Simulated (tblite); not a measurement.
Molecular dynamics, with input and output: C4H5OSi (charge −1) (part 2 of 2)

The same run, continued: C4H5OSi, charge −1, SMILES [SiH2-]c1ccco1; GFN2-xTB Langevin dynamics, gas phase (tblite 0.8.0). 

Geometry of the input (Å):
```
Si 2.4065  -0.4297  0.2870
C  0.5316  -0.1821  0.1889
C  -0.2815  0.4949  -0.6799
C  -1.6146  0.3171  -0.2415
C  -1.5317  -0.4605  0.8715
O  -0.2434  -0.7636  1.1349
H  2.6611  -0.8814  -1.1052
H  2.8384  0.9893  0.2030
H  0.0365  1.0591  -1.5387
H  -2.5159  0.7090  -0.6840
H  -2.2816  -0.8495  1.5380
```

Trajectory as extended XYZ, continued:
```
11
Properties=species:S:1:pos:R:3:forces:R:3 step=21 time_fs=525.0 energy=-462.76663 temperature=375.6
Si    2.4339   -2.1326   -0.2002   -0.2740  -0.8609   0.9553
C     0.6625   -1.7133    0.1282    0.2701  -0.8879   1.6379
C     0.0093   -0.6441   -0.3727   -1.4190   0.8418   0.0218
C    -1.1156   -0.3909    0.4737    0.7650  -0.3873   0.2314
C    -1.0495   -1.3085    1.5001   -1.5549   1.4665   0.1487
O     0.0045   -2.1086    1.3387    1.0999  -0.3360  -1.0782
H     2.4032   -3.5945    0.2109    0.2622   0.3632  -0.1254
H     2.5020   -2.2347   -1.6350    0.0381   0.0068  -0.7192
H     0.2629   -0.1280   -1.2907   -0.0839  -0.0736   0.2680
H    -1.7642    0.4529    0.3966   -0.4830   0.1205  -0.0446
H    -1.7677   -1.3741    2.3917    1.3797  -0.2530  -1.2957
11
Properties=species:S:1:pos:R:3:forces:R:3 step=22 time_fs=550.0 energy=-462.65750 temperature=318.7
Si    2.4965   -2.1933   -0.1554   -0.2748   0.2058  -0.5016
C     0.6944   -1.8258    0.1994    1.3330  -0.2700  -0.6419
C    -0.0393   -0.8467   -0.4036   -0.5033   1.5657  -0.3193
C    -1.0718   -0.3831    0.4585    2.1789  -3.6124   1.4285
C    -0.9285   -1.2315    1.5824    0.3443   0.8519  -2.3454
O     0.1425   -2.0910    1.3735   -1.0839   0.0321   1.9448
H     2.9360   -3.5635    0.1230   -0.2484  -0.2474   0.3224
H     2.5700   -2.2891   -1.6581   -0.1225   0.2091   0.2525
H     0.3019   -0.3555   -1.2873   -0.1777   0.0991  -0.5557
H    -1.8988    0.1829    0.2330   -1.2217   1.3580  -0.2538
H    -1.5149   -1.3179    2.4534   -0.2239  -0.1920   0.6694
11
Properties=species:S:1:pos:R:3:forces:R:3 step=23 time_fs=575.0 energy=-462.69507 temperature=429.3
Si    2.5461   -2.2529   -0.1549   -0.5470   0.1834   0.8347
C     0.8010   -1.7534    0.3035    2.2424  -0.5735  -1.6230
C     0.0795   -0.8417   -0.4403   -1.0628   0.3443  -1.0041
C    -0.9962   -0.5013    0.3698   -1.7163   0.3647   2.0722
C    -0.9050   -1.2317    1.5763    0.8929   1.0381  -1.9433
O     0.2832   -1.9590    1.5079   -1.2065   0.2761   0.5763
H     2.7855   -3.5299    0.5486   -0.0330   0.0727  -0.3011
H     2.5688   -2.4447   -1.5961   -0.0833  -0.2079  -0.0880
H     0.0899   -0.5697   -1.5343    0.6017  -0.3681   1.4961
H    -1.7966    0.2817    0.2126    0.8497  -1.0867  -0.0366
H    -1.4575   -1.2025    2.4932    0.0622  -0.0432   0.0168
11
Properties=species:S:1:pos:R:3:forces:R:3 step=24 time_fs=600.0 energy=-462.68993 temperature=390.8
Si    2.6175   -2.2820   -0.1104   -0.5562   0.0827  -0.1014
C     0.8929   -1.6833    0.3087    2.1255  -0.8632  -1.3351
C     0.0840   -0.9449   -0.5121   -0.9416   0.3138   1.9876
C    -0.9874   -0.5579    0.2987   -2.2498   0.4428   0.9720
C    -0.8103   -1.1450    1.5375   -0.4414   0.2807   0.6319
O     0.3869   -1.8235    1.5262   -0.9937   0.2959   0.5723
H     2.6893   -3.5806    0.5590    0.0923  -0.1484   0.2121
H     2.4452   -2.7278   -1.5213    0.0692   0.1657   0.0871
H     0.2077   -0.4708   -1.4109    0.7365   0.2678  -2.0202
H    -1.9205    0.0425   -0.0092    1.5040  -0.8816   0.5257
H    -1.3529   -1.1212    2.5328    0.6552   0.0438  -1.5318
11
Properties=species:S:1:pos:R:3:forces:R:3 step=25 time_fs=625.0 energy=-462.82742 temperature=575.5
Si    2.6514   -2.2605   -0.0279    0.0610   0.0887  -0.1136
C     0.9350   -1.6399    0.2330    0.1358  -0.2033  -0.5936
C     0.0347   -0.9569   -0.5472   -0.9301   0.1401  -0.0020
C    -1.1047   -0.5672    0.2509    1.7490  -0.9488  -1.0760
C    -0.7818   -0.9942    1.4761    1.1074  -1.3537   1.7540
O     0.4612   -1.6769    1.4860   -1.5929   1.0720   0.5390
H     2.7841   -3.4073    0.8756   -0.0166  -0.0029   0.1122
H     2.7146   -2.9110   -1.3492   -0.1230   0.1302  -0.0317
H     0.0364   -0.9012   -1.6084    0.2857   0.2397  -0.5472
H    -2.0055   -0.1720   -0.1391   -0.4403   0.4699   0.0602
H    -1.2603   -1.0924    2.4367   -0.2361   0.3681  -0.1013
11
Properties=species:S:1:pos:R:3:forces:R:3 step=26 time_fs=650.0 energy=-462.48894 temperature=418.6
Si    2.6575   -2.1571    0.0761   -0.1525  -0.1101  -0.6485
C     0.8918   -1.6342    0.1241    0.0532   0.2296   1.9561
C    -0.0523   -1.1123   -0.7157   -0.6600   0.4427  -0.4624
C    -1.1385   -0.6521    0.1590    0.5155   0.6217  -3.3636
C    -0.7977   -0.8701    1.4065    2.1723  -0.6403   0.6209
O     0.4506   -1.4102    1.4961    0.2806  -0.8487  -2.1068
H     2.7642   -2.9852    1.2909    0.0961  -0.1375  -0.2022
H     2.7052   -3.0640   -1.1551    0.0473   0.2187   0.6034
H     0.0653   -1.0303   -1.8693   -0.4969  -0.1914   2.2689
H    -1.9390   -0.0195   -0.1524   -0.6698  -0.1220  -0.2653
H    -1.1315   -0.5817    2.3346   -1.1858   0.5373   1.5995
11
Properties=species:S:1:pos:R:3:forces:R:3 step=27 time_fs=675.0 energy=-462.74810 temperature=591.0
Si    2.6448   -2.0339    0.1059    1.1604  -0.2713   0.7685
C     0.9061   -1.6020    0.2278   -2.4738   0.9271   1.6979
C    -0.0627   -1.3016   -0.7018    0.0458   0.3950   0.1253
C    -1.1874   -0.6532   -0.0570    0.9392  -1.6016  -1.1512
C    -0.8831   -0.7106    1.2475   -0.5383   0.5298   1.9053
O     0.3512   -1.1922    1.5038    0.7503  -0.5280  -1.4246
H     2.9163   -2.8410    1.3397    0.0171   0.3502  -0.0256
H     2.7341   -3.1310   -0.8217   -0.0367  -0.3476  -0.7495
H     0.1222   -1.5655   -1.7292   -0.4216   0.3098  -0.1830
H    -2.1404   -0.4545   -0.5061   -0.0507   0.3065  -0.0399
H    -1.4768   -0.4360    2.1555    0.6084  -0.0698  -0.9232
11
Properties=species:S:1:pos:R:3:forces:R:3 step=28 time_fs=700.0 energy=-462.80285 temperature=437.0
Si    2.6276   -1.9142    0.1091    0.5332  -0.0645   0.2168
C     0.8534   -1.5819    0.3574   -1.8117   0.2249   0.1715
C    -0.0758   -1.4297   -0.6709    0.9466  -0.8230  -0.5844
C    -1.2393   -0.8098   -0.2127    0.0299   0.4062  -0.3876
C    -0.9581   -0.5264    1.0911   -1.8430   0.7569   1.2174
O     0.2150   -1.0679    1.4830    0.9998   0.3603  -0.0357
H     3.2600   -2.6833    1.2134   -0.2580   0.1527   0.0212
H     2.5935   -2.9241   -0.9520    0.0407  -0.1109  -0.2060
H     0.1122   -1.8458   -1.6472   -0.1210   0.1757  -0.1539
H    -2.0850   -0.5277   -0.8629    0.4629  -0.1356   0.7921
H    -1.5880    0.0204    1.8748    1.0205  -0.9427  -1.0514
11
Properties=species:S:1:pos:R:3:forces:R:3 step=29 time_fs=725.0 energy=-462.69468 temperature=308.4
Si    2.5828   -1.8357    0.1558   -0.1586   0.0252   0.9039
C     0.7585   -1.5893    0.4530    0.6627   0.2192  -0.9404
C    -0.1178   -1.6086   -0.6565    2.0817  -0.5954  -0.1913
C    -1.1925   -0.8480   -0.2880   -1.3888   0.3530  -0.1182
C    -1.0086   -0.4149    0.9948    0.8602  -0.7536  -1.4379
O     0.2156   -0.7995    1.4521   -0.0044  -0.9261  -0.6321
H     3.0810   -2.7501    1.2700   -0.1672   0.2607  -0.5175
H     2.6688   -2.6033   -1.0984   -0.0311  -0.2481   0.0990
H     0.1518   -2.0239   -1.6623   -0.4903   0.3401   1.2890
H    -2.0529   -0.6814   -0.9142   -0.2889   0.1985   0.1135
H    -1.6668    0.0884    1.5948   -1.0753   1.1265   1.4321
11
Properties=species:S:1:pos:R:3:forces:R:3 step=30 time_fs=750.0 energy=-462.75768 temperature=530.4
Si    2.5295   -1.7859    0.1755    0.1387  -0.1024  -0.1831
C     0.7327   -1.4138    0.3203    0.7436  -1.0307  -0.6696
C    -0.2246   -1.6595   -0.6704    1.5724  -0.0988   1.1692
C    -1.3268   -0.9515   -0.2945   -1.1149   0.9771   1.4237
C    -0.9989   -0.2972    0.8950   -1.9562  -0.0193  -0.9541
O     0.2429   -0.6086    1.2671    0.3525   0.3673   0.1375
H     2.8563   -2.7704    1.2257   -0.0135   0.0807  -0.0049
H     2.4790   -2.5949   -1.0705    0.1732  -0.0971   0.1325
H    -0.1380   -2.4268   -1.3835    0.1401  -0.2918  -0.8670
H    -2.2796   -1.0152   -0.7802   -0.3614   0.3939  -0.0086
H    -1.6175    0.3300    1.5356    0.3256  -0.1790  -0.1757
11
Properties=species:S:1:pos:R:3:forces:R:3 step=31 time_fs=775.0 energy=-462.57405 temperature=450.2
Si    2.5530   -1.7779    0.2074   -0.9016   0.6852   0.5617
C     0.6927   -1.3231    0.1456   -0.6745  -0.2252  -0.7286
C    -0.4244   -1.7068   -0.6365    2.0345   0.3472   0.7526
C    -1.5457   -1.0115   -0.1967   -0.5017   0.5772  -0.8014
C    -1.0658   -0.1673    0.7719   -1.9520   0.1672  -0.4437
O     0.2259   -0.3223    0.9450    1.6505  -0.4330   1.0214
H     2.6553   -2.5839    1.4604   -0.0724   0.3090  -0.0147
H     2.7572   -2.8397   -0.7369   -0.1323  -0.5059  -0.6536
H    -0.3119   -2.2112   -1.5448   -0.1254  -1.1455  -0.7880
H    -2.5165   -1.0697   -0.7344    0.6357   0.2122   0.9463
H    -1.5760    0.5915    1.3410    0.0391   0.0117   0.1480
11
Properties=species:S:1:pos:R:3:forces:R:3 step=32 time_fs=800.0 energy=-462.54295 temperature=386.9
Si    2.4359   -1.7654    0.2021   -0.1812  -0.2658  -0.7314
C     0.6704   -1.2512   -0.0367   -1.1626   0.2824   0.3052
C    -0.4800   -1.7208   -0.6614    0.2937  -1.3158  -0.2508
C    -1.5645   -0.9064   -0.2470   -0.5946  -0.6373   1.1425
C    -1.0690   -0.0138    0.6916   -0.2202  -0.4127  -1.0503
O     0.2835   -0.1684    0.7203    0.3534   0.1682   0.4362
H     2.4041   -2.0120    1.6594    0.1218  -0.2273  -0.1791
H     2.3939   -3.0784   -0.5942    0.1149   0.4083   0.6334
H    -0.5630   -2.7382   -1.1955    0.1462   1.9545   0.5675
H    -2.6229   -1.2181   -0.3521    0.7096   0.6429  -0.2031
H    -1.5228    0.7757    1.3161    0.4191  -0.5974  -0.6702
11
Properties=species:S:1:pos:R:3:forces:R:3 step=33 time_fs=825.0 energy=-462.47673 temperature=538.1
Si    2.3241   -1.7958    0.0490    1.5775  -1.0711   0.7640
C     0.6428   -1.1944   -0.1138   -0.0842   0.0090   0.3693
C    -0.4755   -1.7517   -0.7163    0.0542   0.4205   0.3310
C    -1.5501   -0.9945   -0.1931    1.3480   1.9731  -0.4057
C    -0.9961    0.1234    0.4353    0.5547  -1.7444   0.0664
O     0.3813   -0.0525    0.5977   -2.0172  -0.5122  -1.0084
H     2.6757   -1.4630    1.5213   -0.1246  -0.0558  -0.8228
H     2.1421   -3.3168    0.1963    0.0919   0.6240  -0.2260
H    -0.4217   -2.5425   -1.4856   -0.3229   0.4621   0.9832
H    -2.5809   -0.9718   -0.4096   -0.9319  -0.4738  -0.3273
H    -1.4635    0.9190    0.9588   -0.1455   0.3684   0.2763
11
Properties=species:S:1:pos:R:3:forces:R:3 step=34 time_fs=850.0 energy=-462.64057 temperature=700.4
Si    2.4011   -1.9001   -0.0779    0.1698  -0.1309  -0.1464
C     0.6804   -1.2168   -0.1992   -0.9578  -0.0803   0.4729
C    -0.5164   -1.7365   -0.6374   -0.0154   1.5401   0.8023
C    -1.5643   -0.8317   -0.2957   -0.3365  -0.8428  -0.4801
C    -0.9926    0.1999    0.3533    1.7209  -0.8027  -0.7886
O     0.3659   -0.0132    0.3412    0.5732   0.5650   0.7885
H     3.1336   -0.9392    0.7438    0.0151   0.2971   0.0031
H     2.3648   -3.0205    0.8975   -0.2837   0.0006  -0.3177
H    -0.7020   -2.6372   -1.0851   -0.1208  -1.9262  -1.0133
H    -2.6016   -1.0175   -0.5615    0.1674   0.2514   0.2951
H    -1.1902    1.1078    0.8169   -0.9321   1.1287   0.3844
11
Properties=species:S:1:pos:R:3:forces:R:3 step=35 time_fs=875.0 energy=-462.43025 temperature=702.4
Si    2.3455   -1.9873   -0.2051   -0.9327  -0.0613  -0.0013
C     0.5829   -1.3083   -0.1531    1.1236   0.5164   0.0541
C    -0.6224   -1.7974   -0.5244   -0.1548  -2.1198   0.3092
C    -1.5659   -0.7586   -0.3982   -2.2029  -1.9816  -0.2993
C    -0.8790    0.2784    0.0626   -0.3096   2.8956   0.5137
O     0.4089    0.0064    0.1988    0.9937  -0.4540  -0.3201
H     3.0558   -0.6830   -0.2623    0.1269  -0.1987   0.4859
H     2.1308   -2.5540    1.1702    0.7304   0.1208  -0.0791
H    -0.7851   -2.9046   -0.5800   -0.0787   1.3095  -0.5247
H    -2.6523   -0.9517   -0.5437    0.9012   0.7116   0.0840
H    -1.1175    1.3359    0.2859   -0.1970  -0.7384  -0.2224
11
Properties=species:S:1:pos:R:3:forces:R:3 step=36 time_fs=900.0 energy=-462.13987 temperature=426.0
Si    2.2786   -2.0325   -0.2723   -0.3912   0.1809   0.3650
C     0.4876   -1.3354   -0.0393    4.4520  -0.3500   0.4246
C    -0.7009   -1.8869   -0.3616   -0.4228  -1.0764  -1.2082
C    -1.5711   -0.7717   -0.3960   -0.3485  -1.0478  -1.1390
C    -0.7943    0.3057   -0.2732   -1.8322   2.4854   0.3298
O     0.4476    0.0711    0.0320    0.6809  -2.0035   0.1319
H     3.1625   -0.8374   -0.4205   -0.2624   0.0642  -0.0037
H     2.9178   -2.5347    1.0357   -0.6411   0.0818  -0.3936
H    -0.7871   -2.8948   -0.8903   -0.2355   1.4240   1.4915
H    -2.5534   -0.7288   -0.7677   -1.1395  -0.0946  -0.0690
H    -1.1477    1.3253   -0.3016    0.1403   0.3360   0.0705
11
Properties=species:S:1:pos:R:3:forces:R:3 step=37 time_fs=925.0 energy=-462.38883 temperature=397.2
Si    2.2159   -2.0307   -0.2979   -0.4563   0.8871  -0.1138
C     0.5192   -1.2698    0.0944    3.5188  -0.7796   0.0974
C    -0.6636   -1.8247   -0.1403   -2.3287  -0.7721  -0.0619
C    -1.5452   -0.8112   -0.5338   -0.9676  -0.0384   0.7565
C    -0.8896    0.3636   -0.3941    1.1113  -1.2039  -0.3655
O     0.4179    0.0163   -0.0968    0.2831   3.3309  -0.3409
H     3.1958   -0.9111   -0.0972   -0.2036  -0.1021  -0.0044
H     2.4812   -2.8228    0.8671    0.1857  -0.6230   0.6541
H    -0.9527   -2.7263    0.2919   -0.4402  -1.7100  -0.2329
H    -2.5826   -0.9542   -0.7211   -0.5886   0.0547  -0.1987
H    -1.0879    1.3423   -0.7089   -0.1141   0.9565  -0.1898
11
Properties=species:S:1:pos:R:3:forces:R:3 step=38 time_fs=950.0 energy=-462.51626 temperature=318.9
Si    2.1738   -1.9609   -0.2261   -0.8749  -0.2771   0.3392
C     0.4560   -1.2816    0.0793    1.7846   0.5149  -0.5462
C    -0.8232   -1.7856    0.0950    0.3072  -1.6516  -0.8493
C    -1.6853   -0.7939   -0.3507   -0.0042   1.6769  -0.6575
C    -0.8931    0.3032   -0.6271   -0.1412   0.1791   0.6924
O     0.4397    0.0537   -0.2906   -2.0324  -0.3147  -0.1964
H     2.9760   -0.8512    0.3849    0.0273  -0.6168   0.1102
H     2.1247   -3.3100    0.5255    0.3439   0.7812  -0.0031
H    -0.9806   -2.8534   -0.0700   -0.2021   0.2748   0.8646
H    -2.7661   -0.7961   -0.4947    0.3784  -0.1802   0.0516
H    -1.2056    1.3093   -0.9207    0.4134  -0.3865   0.1948
11
Properties=species:S:1:pos:R:3:forces:R:3 step=39 time_fs=975.0 energy=-462.59580 temperature=440.2
Si    2.1533   -1.9031   -0.2350    0.0431  -0.7664   0.3480
C     0.4190   -1.2850   -0.0475    1.9077   1.5768  -0.3429
C    -0.8302   -1.7640    0.1649   -1.0081  -0.2235   0.8972
C    -1.7214   -0.6977   -0.1263   -1.0875   0.1269  -0.5233
C    -1.0096    0.3568   -0.6070    1.8003  -0.3322   0.3551
O     0.3871    0.0427   -0.5207   -2.7669  -0.8143   0.1191
H     2.9625   -1.3150    0.8401    0.0963   0.6696  -0.0847
H     2.1536   -3.2158    0.4613   -0.2793  -0.3758  -0.1948
H    -1.0731   -2.6686    0.7621    0.1911   0.6648  -0.9112
H    -2.8359   -0.7026   -0.1146    0.9563  -0.1186   0.1662
H    -1.2778    1.3491   -0.9562    0.1469  -0.4072   0.1714
11
Properties=species:S:1:pos:R:3:forces:R:3 step=40 time_fs=1000.0 energy=-462.68076 temperature=480.3
Si    2.1954   -1.9574   -0.2102   -0.5705  -0.2304   0.3302
C     0.4311   -1.2664   -0.1267    0.2968   0.4973  -0.2040
C    -0.7835   -1.6961    0.3038   -1.4445   0.3304  -0.2343
C    -1.7756   -0.6956    0.0426   -0.0421  -0.0552   0.6033
C    -1.1143    0.3348   -0.4909    1.9786  -0.6814  -0.4934
O     0.2000   -0.0272   -0.6718    0.5986   0.6392   0.1546
H     2.9622   -1.0697    0.7158   -0.1682  -0.0081  -0.2148
H     2.1281   -3.2215    0.6563   -0.1231   0.4492  -0.2893
H    -1.1085   -2.6156    0.6713    0.1443  -1.3613   0.6624
H    -2.8086   -0.5666    0.3233   -0.0904  -0.6887   0.1023
H    -1.3087    1.3075   -0.8069   -0.5795   1.1089  -0.4170
```

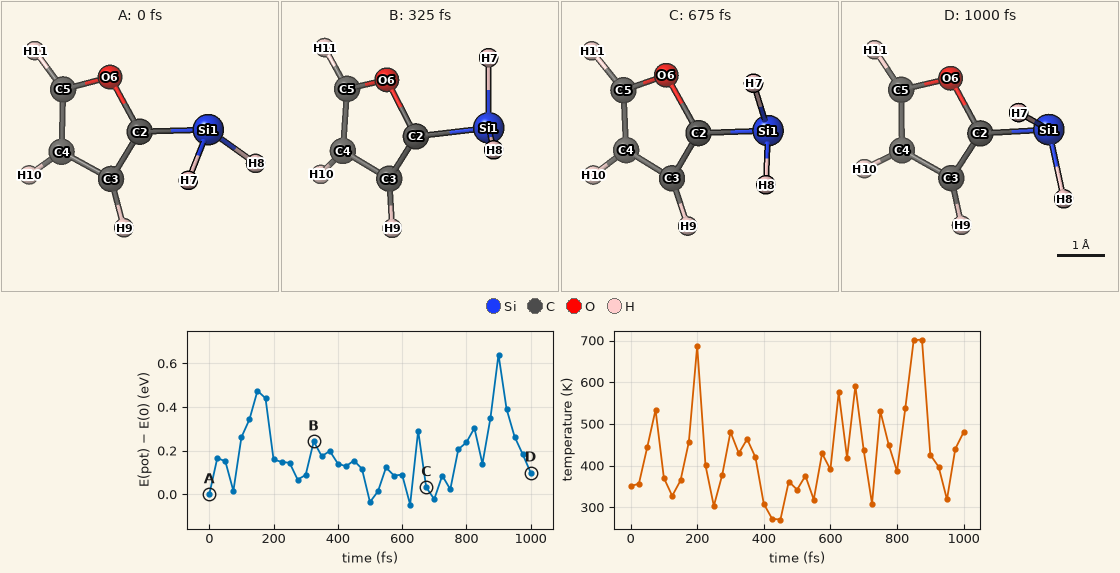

Figure 1. Frames of the molecular dynamics (ball-and-stick, seen at a tilt) above the curves, on which the letters mark them. The trajectory kept here has 41 frames over 1000 fs. The temperature starts at 351 K, ranges from 271 to 702 K and averages 455 K over the second half. The potential energy ends 0.100 eV above its first value. After an unweighted best fit of the last frame on the first, the root-mean-square displacement is 0.56 Å, and H7 has moved furthest (1.13 Å).

Summary:

```csv
quantity,value
outcome,finished
mean temperature over the second half,455 K
trajectory,"41 frames kept, 1000 fs"
wall time,11 s
peak memory,0.18 GiB
```
